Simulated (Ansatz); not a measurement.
**CH$_{7}$F$_{3}$OSi$_{3}$: density, localisation and related maps**

Input file:

```
crystal:
  periodic: [false, false, false]
  atoms:
    - symbol: C
      position_ang: [-2.221802, -0.139004, -0.225387]
    - symbol: F
      position_ang: [-3.224429, -1.060374, -0.214360]
    - symbol: F
      position_ang: [-1.405088, -0.456517, -1.270619]
    - symbol: F
      position_ang: [-2.782230, 1.069072, -0.508182]
    - symbol: O
      position_ang: [-0.526219, -1.552891, 1.765038]
    - symbol: Si
      position_ang: [-1.250657, -0.065654, 1.461258]
    - symbol: Si
      position_ang: [0.478102, 1.493570, 1.193365]
    - symbol: Si
      position_ang: [1.655896, 0.988764, -0.781552]
    - symbol: H
      position_ang: [-1.137790, -2.291987, 1.933710]
    - symbol: H
      position_ang: [-2.301454, 0.281988, 2.484377]
    - symbol: H
      position_ang: [1.378326, 1.427663, 2.399293]
    - symbol: H
      position_ang: [-0.128077, 2.870581, 1.114770]
    - symbol: H
      position_ang: [2.945571, 1.764497, -0.823975]
    - symbol: H
      position_ang: [1.964897, -0.481740, -0.816912]
    - symbol: H
      position_ang: [0.819653, 1.360055, -1.973080]
basis:
  gaussian:
    orbitals: def2-SVPD
hamiltonian:
  xc: {name: PBE0}
output: {forces: true, orbitals: {seedname: orbitals}}
```

Run with:

```sh
ansatz run input.yaml --threads 2 --pin off --max-ram 5220MiB --events-out events.jsonl --progress --plain --runs-dir runs
```

Geometry: PBE-D3(BJ)/def2-SVP.

Theory: isolated molecule in a Gaussian basis; Kohn-Sham density functional theory, functional PBE0 (Ansatz 0.2.0).

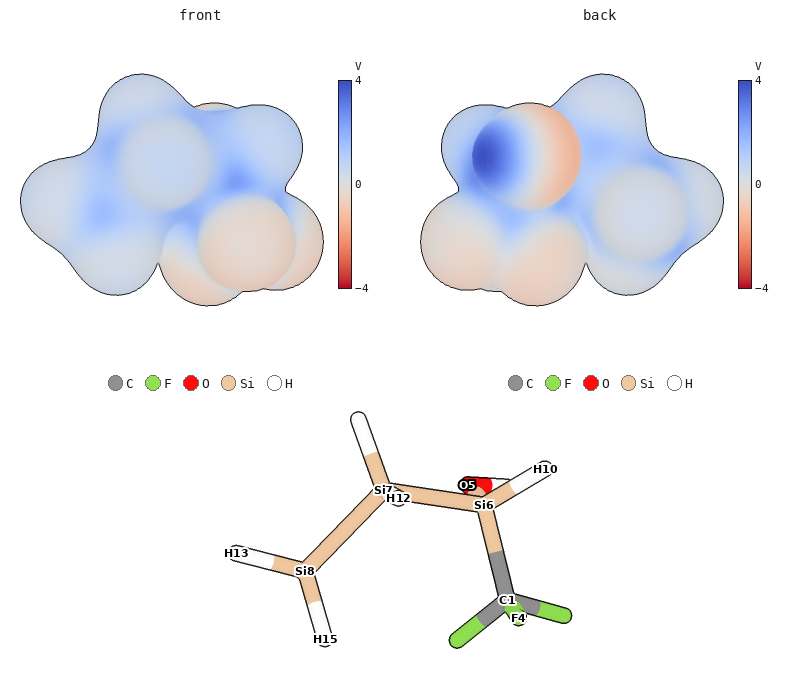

Figure 1. The molecular electrostatic potential painted on the density surface at 0.004 e/bohr³, seen from the front and from behind; red is negative and blue positive. The bare structure is drawn below in the same view.

> Where is the surface potential most negative and most positive?

The most negative region (about −1.1 V, or −25 kcal/mol for a unit charge) lies over O5, the most positive (about +3.7 V, or +85 kcal/mol for a unit charge) over H9. O5 is the likeliest acceptor of a hydrogen bond.

> What dipole moment does the calculation give?

Its dipole moment is 1.85 D.

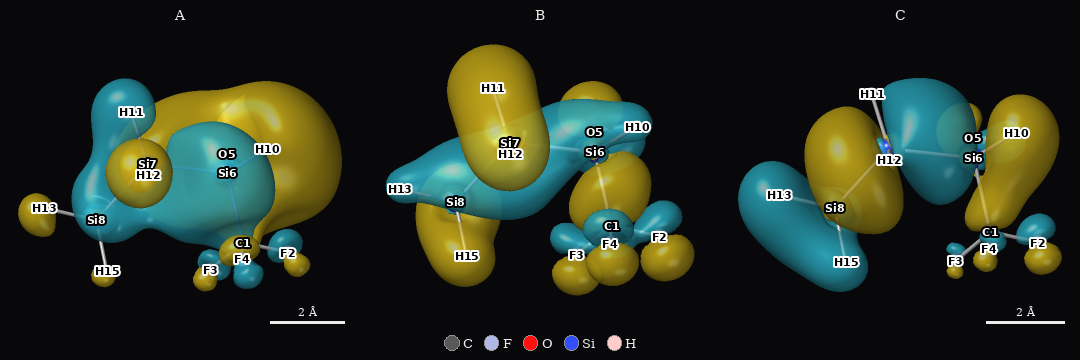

Figure 2. Three frontier orbitals at ±0.05 Å⁻³ᐟ² (yellow and cyan are the two phases), in no order.

> Which picture is the HOMO−1, the HOMO and the LUMO?

B is the HOMO−1 (−8.87 eV). Its weight (Hirshfeld) is mainly on Si7 (about 25 %), Si6 (about 15 %), Si8 (about 10 %), C1 (about 10 %), H11 (about 5 %) and O5 (about 5 %). C is the HOMO (−8.29 eV). It lies mainly on Si7 (about 35 %), Si8 (about 25 %) and Si6 (about 20 %). A is the LUMO (−0.86 eV). Its weight (Hirshfeld) is mainly on Si6 (about 35 %), Si7 (about 15 %), H9 (about 15 %) and O5 (about 10 %).

> What is the HOMO–LUMO gap?

7.43 eV between the orbital energies.

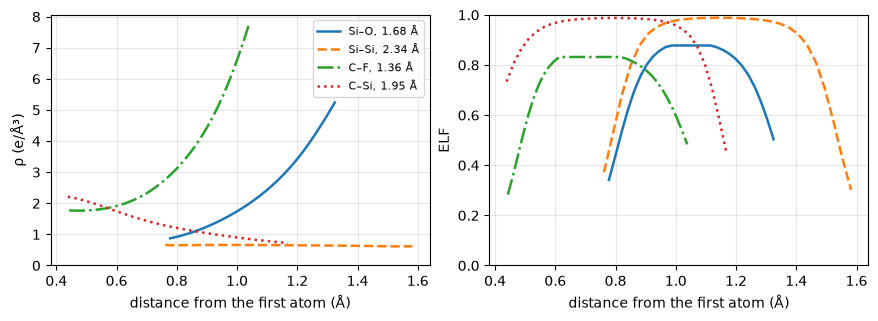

Figure 3. Total electron density and ELF along straight lines between neighbouring atoms. The curves leave out the atomic cores.

> Compare the contacts.

Si–O (1.68 Å): ρ at the midpoint is about 1 e/Å³; the ELF peaks at about 0.90 between the atoms; a polar covalent bond.
Si–Si (2.34 Å): ρ at the midpoint is about 0.65 e/Å³; the ELF peaks at about 1 between the atoms (a covalent bond).
C–F (1.36 Å): ρ is about 2.2 e/Å³ halfway, with its minimum of 1.8 e/Å³ about 0.5 Å from C; the ELF peaks at about 0.85 between the atoms (a polar covalent bond).
C–Si (1.95 Å): ρ at the midpoint is about 0.94 e/Å³; the ELF peaks at about 1 between the atoms: a covalent bond.
